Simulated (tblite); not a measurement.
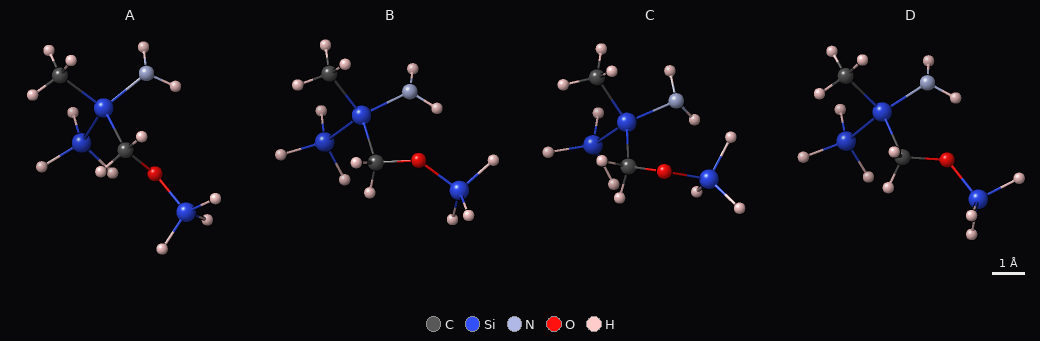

4 geometries from one relaxation of C2H13NOSi3, in shuffled order. The picture is a ball-and-stick view, seen from a free direction.

Computed with GFN2-xTB geometry optimisation, gas phase in tblite 0.8.0. 

Question: Order the frames from highest to lowest energy.

Answer: C, B, D, A. They are steps 0, 150, 227, 297, at +25.4 kcal/mol, +3.59 kcal/mol, +2.24 kcal/mol relative to the last. The largest move after the best rigid fit is that of an H atom, 2.94 Å. Largest moves by element: H 2.94 Å, O 1.60 Å, Si 1.06 Å, N 0.96 Å, C 0.74 Å. Near-neighbour distances that change, for instance: Si–Si 3.295 → 4.264 Å, C–Si 1.823 → 1.915 Å, O–Si 1.704 → 1.616 Å, Si–Si 2.247 → 2.326 Å. Bond angles that change, for instance: C–O–Si 113.3° → 129.4°, N–Si–C 116.8° → 102.2°, Si–C–O 117.8° → 104.7°. Groups turn about C–O by about 130°, C–Si by about 85°, O–Si by about 80°. Over 297 geometry steps the energy falls by 25.4 kcal/mol. Cost: 3 s on 1 thread of Arm Neoverse V1 (shared host).
